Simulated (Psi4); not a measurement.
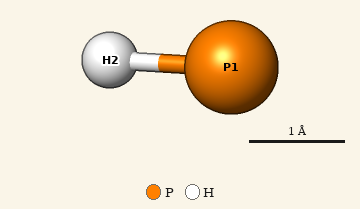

*The input geometry (ball-and-stick view, seen at a tilt; atoms are numbered from 1 in the order of the input).*

**PH: single-point calculation**

System: PH, multiplicity 3, SMILES [PH].
Method: B2PLYP/def2-TZVP, UKS (Psi4 1.11).

The geometry comes from this level: PBE0-D4/def2-TZVP.

**The program's output**
```
Psi4 1.11 release

   => Loading Basis Set <=

    Name: DEF2-TZVP
    Role: ORBITAL
    Keyword: BASIS

         ---------------------------------------------------------
                                   SCF
                              UKS Reference
                        1 Threads,   1525 MiB Core
         ---------------------------------------------------------

  ==> Geometry <==

    Molecular point group: c1
    Full point group: C_inf_v

    Geometry (in Angstrom), charge = 0, multiplicity = 3:

       Center              X                  Y                   Z               Mass
    ------------   -----------------  -----------------  -----------------  -----------------
         P            0.000000000000     0.000000000000    -0.045009224023    30.973761998420
         H            0.000000000000     0.000000000000     1.383280775977     1.007825032230

  Running in c1 symmetry.

  Rotational constants: A = ************  B =      8.46612  C =      8.46612 [cm^-1]
  Rotational constants: A = ************  B = 253808.00841  C = 253808.00841 [MHz]
  Nuclear repulsion =    5.557455530774563

  Charge       = 0
  Multiplicity = 3
  Electrons    = 16
  Nalpha       = 9
  Nbeta        = 7

  ==> Algorithm <==

  SCF Algorithm Type is DIRECT.
  DIIS enabled.
  MOM disabled.
  Fractional occupation disabled.
  Guess Type is SAD.
  Energy threshold   = 1.00e-06
  Density threshold  = 1.00e-06
  Integral threshold = 1.00e-10

  ==> Primary Basis <==

  Basis Set: DEF2-TZVP
    Blend: DEF2-TZVP
    Number of shells: 17
    Number of basis functions: 43
    Number of Cartesian functions: 48
    Spherical Harmonics?: true
    Max angular momentum: 3

  ==> DFT Potential <==

   => LibXC <=

    Version 7.1.2

   => Composite Functional: B2PLYP <=

    B2PLYP Double Hybrid Exchange-Correlation Functional

    Deriv               =              1
    GGA                 =           TRUE
    Meta                =          FALSE

    Exchange Hybrid     =           TRUE
    MP2 Hybrid          =           TRUE

   => Exchange Functionals <=

    0.4700     XC_GGA_X_B88

   => Exact (HF) Exchange <=

    0.5300               HF

   => Correlation Functionals <=

    0.7300     XC_GGA_C_LYP

   => MP2 Correlation <=

    0.2700       MP2

   => LibXC Density Thresholds  <==

    XC_GGA_C_LYP:  1.00E-14
    XC_GGA_X_B88:  1.00E-15

   => Molecular Quadrature <=

    Radial Scheme          =       TREUTLER
    Pruning Scheme         =           NONE
    Nuclear Scheme         =       TREUTLER

    Blocking Scheme        =         OCTREE
    BS radius alpha        =              1
    Pruning alpha          =              1
    Radial Points          =             99
    Spherical Points       =            590
    Total Points           =         110911
    Total Blocks           =            890
    Max Points             =            256
    Max Functions          =             43
    Weights Tolerance      =       1.00E-15

   => Loading Basis Set <=

    Name: (DEF2-TZVP AUX)
    Role: JKFIT
    Keyword: DF_BASIS_SCF

  Starting with a DF guess...

  ==> Integral Setup <==

  DFHelper Memory: AOs need 0.003 GiB; user supplied 0.992 GiB.
  SCF_SUBTYPE=INCORE selected. In-core MEM_DF algorithm will be used.
  Using in-core AOs.

  ==> MemDFJK: Density-Fitted J/K Matrices <==

    J tasked:                   Yes
    K tasked:                   Yes
    wK tasked:                   No
    Memory [MiB]:              1015
    Algorithm:                 Core
    Schwarz Cutoff:           1E-10
    Mask sparsity (%):       0.0000
    Fitting Condition:        1E-10

   => Auxiliary Basis Set <=

  Basis Set: (DEF2-TZVP AUX)
    Blend: DEF2-UNIVERSAL-JKFIT
    Number of shells: 44
    Number of basis functions: 146
    Number of Cartesian functions: 175
    Spherical Harmonics?: true
    Max angular momentum: 4

  Cached 100.0% of DFT collocation blocks in 0.126 [GiB].

  Minimum eigenvalue in the overlap matrix is 2.1984087553E-02.
  Reciprocal condition number of the overlap matrix is 5.5613391274E-03.
    Using symmetric orthogonalization.

  ==> Pre-Iterations <==

  SCF Guess: Superposition of Atomic Densities via on-the-fly atomic UHF (no occupation information).

   -------------------------
    Irrep   Nso     Nmo
   -------------------------
     A         43      43
   -------------------------
    Total      43      43
   -------------------------

  ==> Iterations <==

                           Total Energy        Delta E     RMS |[F,P]|

   @DF-UKS iter SAD:  -341.25247589512094   -3.41252e+02   0.00000e+00
   @DF-UKS iter   1:  -341.71012316288494   -4.57647e-01   5.84900e-03 DIIS/ADIIS
   @DF-UKS iter   2:  -341.72171040725743   -1.15872e-02   2.33539e-03 DIIS/ADIIS
   @DF-UKS iter   3:  -341.72365108056408   -1.94067e-03   2.45463e-04 DIIS/ADIIS
   @DF-UKS iter   4:  -341.72381389926528   -1.62819e-04   5.86515e-05 DIIS
   @DF-UKS iter   5:  -341.72382390344922   -1.00042e-05   1.95783e-05 DIIS
   @DF-UKS iter   6:  -341.72382517150027   -1.26805e-06   6.69506e-06 DIIS
   @DF-UKS iter   7:  -341.72382541358837   -2.42088e-07   2.82918e-06 DIIS
   @DF-UKS iter   8:  -341.72382545849609   -4.49077e-08   7.04930e-07 DIIS

  DF guess converged.

  ==> DirectJK: Integral-Direct J/K Matrices <==

    J tasked:                  Yes
    K tasked:                  Yes
    wK tasked:                  No
    Integrals threads:           1
    Screening Type:           CSAM
    Screening Cutoff:        1E-10
    Incremental Fock:           No

   @UKS iter   9:  -341.72381327485652   -3.41724e+02   3.72315e-06 DIIS
   @UKS iter  10:  -341.72381329027530   -1.54188e-08   5.29282e-07 DIIS
  Energy and wave function converged.

  ==> Post-Iterations <==

   Electrons on quadrature grid:
      Nalpha   =    9.0000000007 ; deviation = 7.031e-10
      Nbeta    =    7.0000000007 ; deviation = 7.035e-10
      Ntotal   =   16.0000000014 ; deviation = 1.407e-09

   @Spin Contamination Metric:   1.183037227E-02
   @S^2 Expected:                2.000000000E+00
   @S^2 Observed:                2.011830372E+00
   @S   Expected:                1.000000000E+00
   @S   Observed:                1.000000000E+00

    Orbital Energies [Eh]
    ---------------------

    Alpha Occupied:

       1A    -78.293217     2A     -6.960643     3A     -5.016873
       4A     -5.016873     5A     -5.005648     6A     -0.715994
       7A     -0.401774     8A     -0.307467     9A     -0.307467

    Alpha Virtual:

      10A      0.074688    11A      0.208955    12A      0.272689
      13A      0.272689    14A      0.304181    15A      0.310949
      16A      0.310949    17A      0.314697    18A      0.314697
      19A      0.491954    20A      0.623703    21A      1.290352
      22A      1.290352    23A      1.293013    24A      1.299674
      25A      1.299674    26A      1.308048    27A      1.308048
      28A      1.403266    29A      1.403266    30A      1.413195
      31A      1.413195    32A      1.547817    33A      1.547817
      34A      1.554689    35A      1.682638    36A      2.089391
      37A      2.089391    38A      2.530727    39A      2.754593
      40A      7.428087    41A      7.428087    42A      7.512228
      43A     13.487309

    Beta Occupied:

       1A    -78.281292     2A     -6.949056     3A     -4.999458
       4A     -4.990737     5A     -4.990737     6A     -0.620797
       7A     -0.371299

    Beta Virtual:

       8A     -0.053903     9A     -0.053903    10A      0.092209
      11A      0.223011    12A      0.318557    13A      0.318645
      14A      0.318645    15A      0.363434    16A      0.363434
      17A      0.404713    18A      0.404713    19A      0.518638
      20A      0.643064    21A      1.311869    22A      1.317323
      23A      1.317323    24A      1.333447    25A      1.333447
      26A      1.348136    27A      1.348136    28A      1.464870
      29A      1.464870    30A      1.481137    31A      1.481137
      32A      1.568509    33A      1.597408    34A      1.597408
      35A      1.696363    36A      2.101618    37A      2.101618
      38A      2.533964    39A      2.754416    40A      7.459756
      41A      7.459756    42A      7.519818    43A     13.506457

    Final Occupation by Irrep:
              A
    DOCC [     7 ]
    SOCC [     2 ]
    NA   [     9 ]
    NB   [     7 ]

  @UKS Final Energy:  -341.72381329027530

   => Energetics <=

    Nuclear Repulsion Energy =              5.5574555307745630
    One-Electron Energy =                -483.3116735184479467
    Two-Electron Energy =                 147.2618500523583407
    DFT Exchange-Correlation Energy =     -11.2314453549602469
    Empirical Dispersion Energy =           0.0000000000000000
    VV10 Nonlocal Energy =                  0.0000000000000000
    Total Energy =                       -341.7238132902753023

  UHF NO Occupations:
  HONO-2 :    7  A 1.9945630
  HONO-1 :    8  A 1.0000000
  HONO-0 :    9  A 1.0000000
  LUNO+0 :   10  A 0.0054370
  LUNO+1 :   11  A 0.0004875
  LUNO+2 :   12  A 0.0000025
  LUNO+3 :   13  A 0.0000025

Computation Completed

Properties will be evaluated at   0.000000,   0.000000,   0.000000 [a0]

Properties computed using the SCF density matrix

 Multipole Moments:

 ------------------------------------------------------------------------------------
     Multipole            Electronic (a.u.)      Nuclear  (a.u.)        Total (a.u.)
 ------------------------------------------------------------------------------------

 L = 1.  Multiply by 2.5417464519 to convert [e a0] to [Debye]
 Dipole X            :         -0.0000000            0.0000000           -0.0000000
 Dipole Y            :          0.0000000            0.0000000            0.0000000
 Dipole Z            :         -1.1514337            1.3381952            0.1867615
 Magnitude           :                                                    0.1867615

 ------------------------------------------------------------------------------------

	total time  =          5 seconds =       0.08 minutes

   => Loading Basis Set <=

    Name: (DEF2-TZVP AUX)
    Role: RIFIT
    Keyword: DF_BASIS_MP2

	 --------------------------------------------------------
	                          DF-MP2
	      2nd-Order Density-Fitted Moller-Plesset Theory
	              UMP2 Wavefunction,   1 Threads

	 --------------------------------------------------------

	 --------------------------------------------------------
	                 NBF =    43, NAUX =   128
	 --------------------------------------------------------
	   CLASS    FOCC     OCC    AOCC    AVIR     VIR    FVIR
	   ALPHA       5       9       4      34      34       0
	    BETA       5       7       2      36      36       0
	 --------------------------------------------------------

	-----------------------------------------------------------
	 ==================> DF-MP2 Energies <====================
	-----------------------------------------------------------
	 Reference Energy          =    -341.7238132902753023 [Eh]
	 Singles Energy            =      -0.0000000000000000 [Eh]
	 Same-Spin Energy          =      -0.0272876584294548 [Eh]
	 Opposite-Spin Energy      =      -0.1009966687104877 [Eh]
	 Correlation Energy        =      -0.1282843271399425 [Eh]
	 Total Energy              =    -341.8520976174152679 [Eh]
	-----------------------------------------------------------
	 ================> DF-SCS-MP2 Energies <==================
	-----------------------------------------------------------
	 SCS Same-Spin Scale       =       0.3333333333333333 [-]
	 SCS Opposite-Spin Scale   =       1.2000000000000000 [-]
	 SCS Same-Spin Energy      =      -0.0090958861431516 [Eh]
	 SCS Opposite-Spin Energy  =      -0.1211960024525852 [Eh]
	 SCS Correlation Energy    =      -0.1302918885957368 [Eh]
	 SCS Total Energy          =    -341.8541051788710661 [Eh]
	-----------------------------------------------------------

    B2PLYP Energy Summary
    ---------------------
    DFT Reference Energy                  =  -341.7238132902753023
    Scaled MP2 Correlation                =    -0.0346367683277845
    @Final double-hybrid DFT total energy =  -341.7584500586031027

	total time  =          0 seconds =       0.00 minutes

    Psi4 run time: 0:00:05.16
```

The run was set up as follows.

**Input (calc.inp)**
```
memory 1600 MB

molecule {
  0 3
  P      0.000000     0.000000    -0.014610
  H      0.000000     0.000000     1.413680
  symmetry c1
}

set {
  reference            uks
  puream               true
  scf_type             direct
  dft_radial_points    99
  dft_spherical_points 590
  num_frozen_docc      5
  ints_tolerance       1e-10
  maxiter              100
}

energy('b2plyp/def2-TZVP')
```

Launched with:
```bash
psi4 -i calc.inp -o calc.out -n 1
```

**Summary**

```tsv
quantity	value
outcome	converged
total energy	−341.758450 hartree
SCF energy	−341.723813 hartree
basis functions	43
⟨S²⟩	2.012
hardware	1 thread of Intel Xeon @ 2.70GHz, 189 GiB of memory available, shared host
wall time	7.2 s
peak memory	0.34 GiB
```
